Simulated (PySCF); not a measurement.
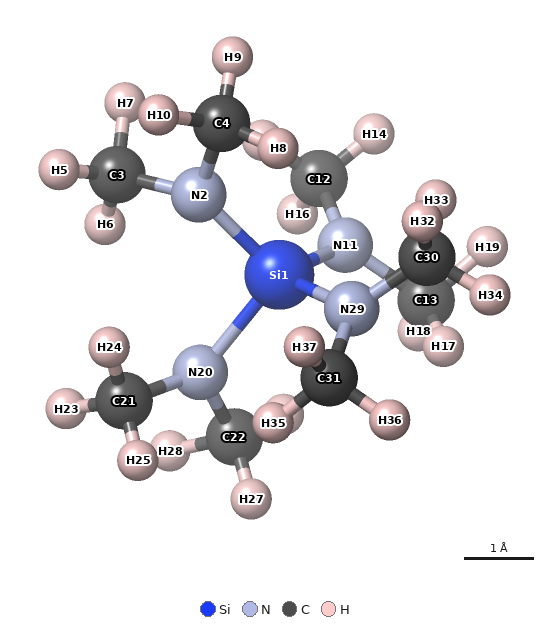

Fig. 1: The input geometry (ball-and-stick view, seen at an oblique angle; atoms are numbered from 1 in the order of the input).

# Geometry relaxation of C₈H₂₄N₄Si (part 1 of 2)

The run: geometry relaxation of C₈H₂₄N₄Si (Si(NMe2)4), SMILES CN(C)[Si](N(C)C)(N(C)C)N(C)C. Method and program: PBE0-D3(BJ)/def2-SVP geometry optimisation, gas phase (PySCF 2.14.0).

It belongs to a series of runs on one base structure; here: ligand (all four): Me to NMe2.

The input:
```
{"job": {"xc": "PBE0", "basis": "def2-SVP", "d3": "d3bj", "grid": 1, "maxiter": 40, "shake": 0.03, "kind": "geom"}, "charge": 0, "multiplicity": 1}
Si     0.063610    -0.078760     0.014710
N     -0.150190     0.031850     1.719130
C      0.107240     1.205570     2.488130
C     -0.172880    -1.130210     2.522660
H     -0.656180     1.397160     3.186130
H      0.280960     2.083680     1.853450
H      1.113950     1.069940     3.102490
H     -0.527460    -1.954140     1.894500
H      0.661680    -1.382100     3.095120
H     -1.043180    -0.986440     3.334690
N      1.616150    -0.157670    -0.501880
C      2.770440     0.383000     0.238510
C      1.926900    -0.475530    -1.902920
H      3.536470    -0.322460     0.229040
H      2.439210     0.519290     1.246070
H      3.111540     1.369710    -0.181400
H      1.142230    -0.826130    -2.414710
H      2.410640     0.365690    -2.398720
H      2.760680    -1.324220    -1.855810
N     -0.802560     1.503810    -0.487240
C     -2.008080     1.990950     0.019810
C     -0.323440     2.110270    -1.733950
H     -1.823260     3.076640     0.267510
H     -2.240100     1.423230     0.910550
H     -2.732510     1.893420    -0.666860
H      0.588360     1.853550    -2.042030
H     -1.087140     1.963780    -2.461670
H     -0.254520     3.271800    -1.485770
N     -0.760320    -1.407630    -0.707990
C     -0.222160    -2.668760    -0.704680
C     -2.173890    -1.409930    -1.065530
H     -0.734310    -3.413670    -0.037620
H      0.833200    -2.615360    -0.306700
H     -0.219540    -3.165600    -1.653290
H     -2.528820    -0.358390    -1.171500
H     -2.266970    -1.893610    -2.029610
H     -2.770120    -1.866300    -0.302120
```

The first line tells a small driver script what to run in PySCF; the rest is the geometry in Å.

Machine: 2 CPU threads, shared host.

Command:
```bash
OMP_NUM_THREADS=2 python <driver script> task.json out
```

Output:
```
step   0  E = -826.57392468  max force = 0.105391
step   1  E = -826.65559084  max force = 0.024573
step   2  E = -826.65751060  max force = 0.008412
step   3  E = -826.65978116  max force = 0.003206
step   4  E = -826.65993534  max force = 0.002504
step   5  E = -826.66003199  max force = 0.001856
step   6  E = -826.66014520  max force = 0.001657
step   7  E = -826.66023262  max force = 0.002160
step   8  E = -826.66026407  max force = 0.001356
step   9  E = -826.66028104  max force = 0.000358
step  10  E = -826.66028869  max force = 0.000724
step  11  E = -826.66029516  max force = 0.000587
step  12  E = -826.66030040  max force = 0.000202
optimisation converged
```

Trajectory as extended XYZ (Å, eV, eV/Å), 13 frames, from step=0 to step=12:
```
37
Properties=species:S:1:pos:R:3:forces:R:3 step=0 energy=-22492.22214
Si    0.0636   -0.0788    0.0147   -4.3604   3.0605   0.1094
N    -0.1502    0.0319    1.7191    0.7541   0.2213   0.1750
C     0.1072    1.2056    2.4881    3.5464  -0.2927  -0.3007
C    -0.1729   -1.1302    2.5227   -4.8941   0.2522   0.5154
H    -0.6562    1.3972    3.1861   -1.4821   0.4045   1.3233
H     0.2810    2.0837    1.8535   -0.2306   0.0440  -0.1061
H     1.1139    1.0699    3.1025   -1.6076   0.3304  -0.7664
H    -0.5275   -1.9541    1.8945    0.2416  -0.4598   0.1693
H     0.6617   -1.3821    3.0951    2.3303  -0.4398   0.9550
H    -1.0432   -0.9864    3.3347    1.4928  -0.4460  -1.2716
N     1.6161   -0.1577   -0.5019    3.0998   0.3361  -1.6193
C     2.7704    0.3830    0.2385   -2.5853   1.3250  -1.4060
C     1.9269   -0.4755   -1.9029    5.4194  -0.4986   3.7572
H     3.5365   -0.3225    0.2290    1.9745  -1.4392  -0.0722
H     2.4392    0.5193    1.2461   -0.0643   0.3154   1.0892
H     3.1115    1.3697   -0.1814   -0.0676  -0.6135   0.2493
H     1.1422   -0.8261   -2.4147   -3.5440  -1.4073  -2.1695
H     2.4106    0.3657   -2.3987    0.0133   0.4287  -0.3557
H     2.7607   -1.3242   -1.8558   -1.4784   1.3649  -0.4734
N    -0.8026    1.5038   -0.4872    4.1358  -3.2860  -0.9234
C    -2.0081    1.9909    0.0198    3.3367   1.5138   2.6487
C    -0.3234    2.1103   -1.7340   -4.5091   3.7893   4.3227
H    -1.8233    3.0766    0.2675   -0.7850  -0.3766   0.1035
H    -2.2401    1.4232    0.9105   -0.4170  -0.0859   0.6264
H    -2.7325    1.8934   -0.6669   -3.7295  -0.1048  -2.8370
H     0.5884    1.8536   -2.0420    4.1216  -1.6970  -1.2648
H    -1.0871    1.9638   -2.4617   -0.6690   0.0824  -1.5477
H    -0.2545    3.2718   -1.4858   -0.1453  -1.6898  -0.9058
N    -0.7603   -1.4076   -0.7080   -1.6346   1.6712  -0.0464
C    -0.2222   -2.6688   -0.7047    1.9701  -2.2159   1.9426
C    -2.1739   -1.4099   -1.0655    1.3484   2.0521  -0.1301
H    -0.7343   -3.4137   -0.0376   -0.0463   0.3336   0.0364
H     0.8332   -2.6154   -0.3067   -0.6404  -0.2780  -0.5283
H    -0.2195   -3.1656   -1.6533    0.1723  -0.4217  -1.3972
H    -2.5288   -0.3584   -1.1715    0.1566  -0.4876  -0.0280
H    -2.2670   -1.8936   -2.0296   -0.4441  -0.4796  -0.5302
H    -2.7701   -1.8663   -0.3021   -0.7791  -0.8056   0.6562
37
Properties=species:S:1:pos:R:3:forces:R:3 step=1 energy=-22494.44439
Si    0.0355   -0.0312    0.0063   -1.2636   0.4156   0.0929
N    -0.1511    0.0322    1.7362    0.2732  -0.0952  -0.1981
C     0.1365    1.2546    2.4402    0.2252  -0.1352   0.3457
C    -0.1870   -1.1537    2.5513   -0.4442   0.1430   0.3478
H    -0.6542    1.4862    3.1759   -0.0698   0.1120   0.0218
H     0.2333    2.0928    1.7358   -0.1486  -0.0143  -0.0028
H     1.0928    1.2137    3.0120   -0.1038  -0.0814  -0.0246
H    -0.4992   -2.0344    1.9705    0.2175   0.0472  -0.1347
H     0.7762   -1.3570    3.0547    0.1372  -0.1461  -0.0575
H    -0.9413   -1.0778    3.3702    0.1357   0.1768  -0.1821
N     1.6588   -0.1351   -0.5091    0.8187  -0.0092  -0.2936
C     2.7393    0.4011    0.2967   -0.5025  -0.2345  -0.2648
C     2.0445   -0.4704   -1.8684    0.2125  -0.0255   0.6401
H     3.5791   -0.3123    0.3262    0.1612   0.0292   0.0607
H     2.3897    0.5710    1.3250    0.0961  -0.0277  -0.0308
H     3.1010    1.3619   -0.1083    0.1884   0.1001   0.0162
H     1.1729   -0.8204   -2.4311   -0.0805   0.0475  -0.1309
H     2.5103    0.3938   -2.3742   -0.1052   0.1040  -0.2015
H     2.8087   -1.2731   -1.8866   -0.0671  -0.0452   0.0529
N    -0.7496    1.4659   -0.4953    0.3089  -0.3173  -0.3677
C    -1.9898    1.9360    0.0600    0.1926   0.1930   0.3232
C    -0.3406    2.1136   -1.7226   -0.2353   0.5191   0.5656
H    -1.9423    3.0070    0.3596    0.0867  -0.1087  -0.0901
H    -2.2243    1.3632    0.9695   -0.0449  -0.0206  -0.0321
H    -2.8514    1.8477   -0.6249   -0.0841  -0.0730  -0.1916
H     0.6484    1.7545   -2.0223    0.0349  -0.1109  -0.1947
H    -1.0674    1.9886   -2.5475    0.0400  -0.2020  -0.1239
H    -0.2449    3.2157   -1.5832   -0.0020  -0.1842   0.0494
N    -0.7743   -1.3938   -0.7025   -0.3747  -0.0415  -0.1190
C    -0.2598   -2.7281   -0.7495    0.2205  -0.5960   0.2410
C    -2.1824   -1.3302   -1.0456    0.4865   0.2822   0.1164
H    -0.8047   -3.4394   -0.0816   -0.0149   0.2220  -0.0758
H     0.7947   -2.7795   -0.4321   -0.0186   0.1966  -0.0674
H    -0.3180   -3.1793   -1.7627   -0.0111   0.1525  -0.0110
H    -2.4987   -0.2816   -1.1323   -0.0259  -0.0508  -0.0168
H    -2.3601   -1.8132   -2.0217   -0.1091  -0.0937  -0.0064
H    -2.8153   -1.8124   -0.2784   -0.1298  -0.1278  -0.0558
37
Properties=species:S:1:pos:R:3:forces:R:3 step=2 energy=-22494.49663
Si   -0.0042    0.0342   -0.0080   -0.3816   0.3970   0.3533
N    -0.1553    0.0769    1.7302    0.1641  -0.1770   0.2608
C     0.0907    1.1846    2.6193   -0.1211   0.1848  -0.4279
C    -0.2098   -1.1643    2.4507    0.0447  -0.3069  -0.1303
H    -0.7333    1.3104    3.3526    0.0274  -0.0201  -0.0934
H     0.1805    2.1157    2.0433   -0.0156   0.0904   0.0072
H     1.0188    1.0649    3.2098    0.1084  -0.0591   0.0073
H    -0.4943   -1.9838    1.7750    0.0505  -0.0128   0.1081
H     0.7588   -1.4283    2.9303   -0.0723  -0.0112  -0.0340
H    -0.9664   -1.1325    3.2508   -0.1210   0.0386   0.1457
N     1.6364   -0.1164   -0.5298    0.4326   0.0906  -0.1403
C     2.7741    0.3727    0.2103   -0.2520  -0.0864   0.1127
C     1.9814   -0.5155   -1.8698   -0.2457   0.0368  -0.0517
H     3.5876   -0.3801    0.2320   -0.0409   0.0416   0.0003
H     2.4930    0.5862    1.2513   -0.0052   0.0079   0.0165
H     3.1948    1.3004   -0.2240    0.0362   0.0298  -0.0206
H     1.0757   -0.8489   -2.4042    0.1484   0.0534  -0.0195
H     2.4490    0.3103   -2.4442   -0.0431  -0.0082  -0.0406
H     2.7030   -1.3497   -1.8699    0.0999  -0.1346  -0.0056
N    -0.7489    1.5140   -0.5327   -0.0184   0.0083  -0.0801
C    -1.9734    2.0241    0.0205   -0.1627  -0.0150   0.0742
C    -0.3502    2.1546   -1.7558    0.1030  -0.0982  -0.0930
H    -1.8902    3.0946    0.2931    0.0419   0.0190  -0.0261
H    -2.2381    1.4739    0.9368    0.0148  -0.0065  -0.0489
H    -2.8348    1.9442   -0.6823    0.1251  -0.0162   0.0591
H     0.6284    1.7669   -2.0835   -0.1334   0.0596  -0.0291
H    -1.0800    2.0077   -2.5812    0.0534  -0.0516   0.0237
H    -0.2423    3.2449   -1.6277    0.0232   0.1426   0.0678
N    -0.7956   -1.3577   -0.6846    0.0783   0.1260   0.1030
C    -0.1517   -2.6405   -0.6358   -0.1705  -0.3781  -0.1874
C    -2.1945   -1.3855   -1.0410    0.2925  -0.1174   0.0660
H    -0.6429   -3.3402    0.0739   -0.0124  -0.0015  -0.0387
H     0.8963   -2.5407   -0.3197   -0.0123   0.0529  -0.0078
H    -0.1545   -3.1409   -1.6282   -0.0124   0.0371   0.0810
H    -2.5771   -0.3671   -1.1765   -0.0050   0.0887   0.0148
H    -2.3444   -1.9249   -1.9956   -0.0171  -0.0039   0.0095
H    -2.8210   -1.8880   -0.2748   -0.0014  -0.0002  -0.0362
37
Properties=species:S:1:pos:R:3:forces:R:3 step=3 energy=-22494.55841
Si   -0.0097    0.0143   -0.0040   -0.0377  -0.1649   0.1083
N    -0.1442    0.0470    1.7331    0.1468  -0.0283  -0.0904
C     0.1399    1.2218    2.5145   -0.1237   0.0002  -0.0039
C    -0.1931   -1.1646    2.5082    0.0294   0.0273  -0.0488
H    -0.6562    1.4139    3.2624    0.0267  -0.0046  -0.0157
H     0.2074    2.1055    1.8634    0.0170   0.0005   0.0090
H     1.0920    1.1357    3.0757    0.0405   0.0243   0.0276
H    -0.4907   -2.0124    1.8772   -0.0190  -0.0214  -0.0097
H     0.7812   -1.4204    2.9785   -0.0473   0.0333  -0.0145
H    -0.9357   -1.0801    3.3219   -0.0379  -0.0249   0.0654
N     1.6396   -0.1191   -0.5248    0.0604   0.0923  -0.0314
C     2.7258    0.3902    0.2687    0.0375  -0.0340   0.0087
C     2.0217   -0.5073   -1.8572   -0.0746  -0.0033   0.0007
H     3.5579   -0.3394    0.3244   -0.0117   0.0074  -0.0026
H     2.3939    0.5856    1.2978    0.0087  -0.0025  -0.0169
H     3.1499    1.3331   -0.1346   -0.0061  -0.0061  -0.0060
H     1.1403   -0.8527   -2.4202    0.0552   0.0125   0.0262
H     2.4823    0.3270   -2.4265   -0.0021  -0.0175   0.0096
H     2.7589   -1.3338   -1.8405    0.0188  -0.0021  -0.0281
N    -0.7543    1.4942   -0.5181   -0.0006  -0.0640  -0.0103
C    -1.9766    1.9873    0.0524   -0.1623   0.0338  -0.0272
C    -0.3654    2.1631   -1.7279    0.0554  -0.0712  -0.1187
H    -1.8898    3.0541    0.3354   -0.0119   0.0338   0.0080
H    -2.2360    1.4201    0.9586    0.0143  -0.0034  -0.0227
H    -2.8341    1.9108   -0.6533    0.0601   0.0194   0.0742
H     0.6101    1.7930   -2.0787   -0.0469   0.0227   0.0315
H    -1.0958    2.0158   -2.5520    0.0220   0.0243   0.0240
H    -0.2684    3.2532   -1.5722    0.0032   0.0557   0.0150
N    -0.7881   -1.3814   -0.6926   -0.0484   0.0134   0.0574
C    -0.2014   -2.6944   -0.7068    0.0727   0.0296  -0.0344
C    -2.1817   -1.3756   -1.0452   -0.0070   0.0027  -0.0311
H    -0.7173   -3.3999   -0.0239   -0.0102  -0.0107   0.0132
H     0.8527   -2.6408   -0.4019    0.0340  -0.0235   0.0161
H    -0.2370   -3.1441   -1.7202   -0.0073   0.0032   0.0323
H    -2.5467   -0.3456   -1.1493   -0.0378   0.0238   0.0031
H    -2.3460   -1.8855   -2.0139   -0.0106   0.0144  -0.0174
H    -2.8199   -1.8919   -0.2981    0.0005   0.0073  -0.0005
37
Properties=species:S:1:pos:R:3:forces:R:3 step=4 energy=-22494.56261
Si   -0.0080    0.0055    0.0023   -0.1011   0.0021   0.0532
N    -0.1442    0.0387    1.7366    0.1288  -0.0145  -0.0548
C     0.1264    1.2226    2.5094   -0.0182  -0.0185   0.0506
C    -0.2024   -1.1693    2.5168   -0.0472   0.0433   0.0290
H    -0.6753    1.4152    3.2496    0.0031   0.0021   0.0022
H     0.1937    2.1016    1.8519    0.0057  -0.0130   0.0004
H     1.0770    1.1517    3.0795   -0.0153   0.0052  -0.0087
H    -0.4975   -2.0214    1.8892   -0.0012   0.0042  -0.0092
H     0.7673   -1.4208    2.9954   -0.0103   0.0025   0.0025
H    -0.9514   -1.0839    3.3293    0.0250  -0.0033  -0.0286
N     1.6409   -0.1159   -0.5275    0.0588   0.0394  -0.0635
C     2.7426    0.3830    0.2512   -0.0240  -0.0180   0.0199
C     2.0079   -0.4952   -1.8671   -0.0214  -0.0212   0.0068
H     3.5714   -0.3506    0.2867    0.0007  -0.0012   0.0003
H     2.4297    0.5729    1.2868   -0.0054   0.0058   0.0105
H     3.1627    1.3265   -0.1544    0.0001  -0.0020  -0.0012
H     1.1231   -0.8390   -2.4225    0.0080  -0.0011   0.0023
H     2.4598    0.3440   -2.4349    0.0036   0.0022  -0.0055
H     2.7496   -1.3193   -1.8690   -0.0073   0.0141   0.0005
N    -0.7585    1.4882   -0.5096   -0.0173  -0.0355  -0.0784
C    -1.9816    1.9933    0.0552   -0.0214  -0.0085   0.0129
C    -0.3571    2.1612   -1.7156    0.0351   0.0377   0.0021
H    -1.8886    3.0601    0.3409    0.0069  -0.0067  -0.0004
H    -2.2473    1.4256    0.9585   -0.0033  -0.0055   0.0041
H    -2.8368    1.9259   -0.6504    0.0239  -0.0012   0.0135
H     0.6194    1.7907   -2.0580   -0.0124   0.0069   0.0073
H    -1.0805    2.0250   -2.5463   -0.0005   0.0039   0.0080
H    -0.2564    3.2525   -1.5507   -0.0018  -0.0243  -0.0054
N    -0.7863   -1.3871   -0.6887   -0.0178   0.0165   0.0474
C    -0.1889   -2.6961   -0.6966   -0.0003  -0.0172  -0.0009
C    -2.1791   -1.3807   -1.0500    0.0254   0.0023  -0.0183
H    -0.7051   -3.4030   -0.0141    0.0026  -0.0011   0.0015
H     0.8644   -2.6394   -0.3848   -0.0097   0.0084  -0.0033
H    -0.2180   -3.1507   -1.7069    0.0010  -0.0002   0.0006
H    -2.5479   -0.3503   -1.1499    0.0068  -0.0050   0.0110
H    -2.3390   -1.8840   -2.0232    0.0002   0.0066  -0.0069
H    -2.8205   -1.9007   -0.3086    0.0002  -0.0050  -0.0016
37
Properties=species:S:1:pos:R:3:forces:R:3 step=5 energy=-22494.56524
Si   -0.0055    0.0040    0.0006   -0.0348   0.0767  -0.0403
N    -0.1316    0.0418    1.7336    0.0955  -0.0287   0.0446
C     0.1327    1.2199    2.5173    0.0105   0.0079  -0.0130
C    -0.2080   -1.1654    2.5120   -0.0605  -0.0104   0.0232
H    -0.6744    1.4081    3.2523   -0.0103  -0.0016   0.0019
H     0.2064    2.1029    1.8664   -0.0008   0.0020  -0.0066
H     1.0789    1.1470    3.0947   -0.0203  -0.0110  -0.0171
H    -0.5082   -2.0138    1.8811    0.0078   0.0078   0.0045
H     0.7550   -1.4265    2.9969    0.0113  -0.0091   0.0096
H    -0.9608   -1.0746    3.3203    0.0173   0.0061  -0.0322
N     1.6422   -0.1122   -0.5392   -0.0260   0.0199  -0.0174
C     2.7403    0.3862    0.2440    0.0114  -0.0146  -0.0103
C     2.0063   -0.4918   -1.8793    0.0160   0.0003   0.0275
H     3.5699   -0.3463    0.2802    0.0088  -0.0020   0.0046
H     2.4242    0.5739    1.2792   -0.0062   0.0016   0.0004
H     3.1601    1.3308   -0.1590    0.0072   0.0033   0.0023
H     1.1227   -0.8403   -2.4324   -0.0202  -0.0049   0.0013
H     2.4531    0.3481   -2.4499    0.0021   0.0093  -0.0070
H     2.7519   -1.3120   -1.8842   -0.0050   0.0055   0.0113
N    -0.7600    1.4844   -0.5143   -0.0266  -0.0363  -0.0553
C    -1.9838    1.9810    0.0593    0.0458   0.0163  -0.0047
C    -0.3562    2.1685   -1.7145   -0.0050   0.0497   0.0691
H    -1.8934    3.0460    0.3535    0.0048  -0.0163   0.0018
H    -2.2435    1.4040    0.9584   -0.0025  -0.0011   0.0097
H    -2.8407    1.9164   -0.6424   -0.0080  -0.0036  -0.0167
H     0.6223    1.8044   -2.0555    0.0088  -0.0102   0.0009
H    -1.0758    2.0386   -2.5488   -0.0114  -0.0054  -0.0008
H    -0.2591    3.2587   -1.5393   -0.0021  -0.0281  -0.0067
N    -0.7850   -1.3901   -0.6829   -0.0082  -0.0185   0.0371
C    -0.1870   -2.6996   -0.6873   -0.0206  -0.0036   0.0179
C    -2.1760   -1.3810   -1.0504    0.0043   0.0059  -0.0207
H    -0.7035   -3.4046   -0.0026    0.0063   0.0039  -0.0038
H     0.8662   -2.6419   -0.3749   -0.0126   0.0122  -0.0082
H    -0.2159   -3.1575   -1.6956    0.0019   0.0013  -0.0125
H    -2.5436   -0.3494   -1.1456    0.0144  -0.0182   0.0077
H    -2.3335   -1.8780   -2.0273    0.0052   0.0041   0.0009
H    -2.8211   -1.9035   -0.3140    0.0017  -0.0100  -0.0032
```
